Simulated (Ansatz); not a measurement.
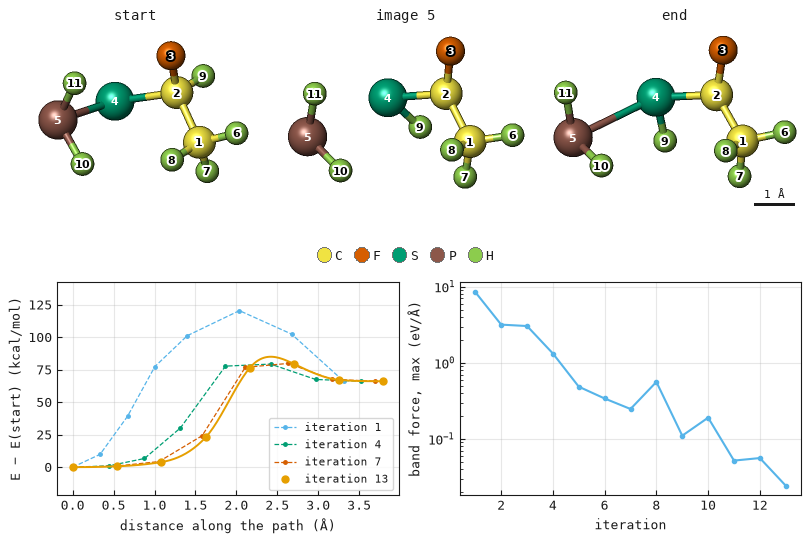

A nudged-elastic-band calculation for C2H6FPS. Images are numbered from 0 (start) to 7 (end). The plot follows the band through its iterations. A ball-and-stick model, seen at a tilt.

The calculation used RKS PBE0/def2-SVP (Ansatz). Set-up: 6 movable images; no climbing image; force threshold 0.03 eV/Å; iteration limit 60; starting path through a guess of the saddle point.

Question: Did the band converge, and can the barrier be trusted?

Answer: The run is converged, with reservations. The band converged in 13 iterations. The largest component of the band force went from 8.5 to 0.024 eV/Å. No image climbed, so the highest image needn't lie on the saddle point, and the true maximum along this path can be higher. The first iteration put the highest image at 120.5 kcal/mol. The highest point, image 5, lies 79.3 kcal/mol above the start and 13.1 kcal/mol above the end; the end is at +66.1 kcal/mol relative to the start.

Cost: 86 s on 2 threads of AMD EPYC 9R45 96-Core Processor (Zen 5), with other jobs on the host, peak memory 0.27 GiB.
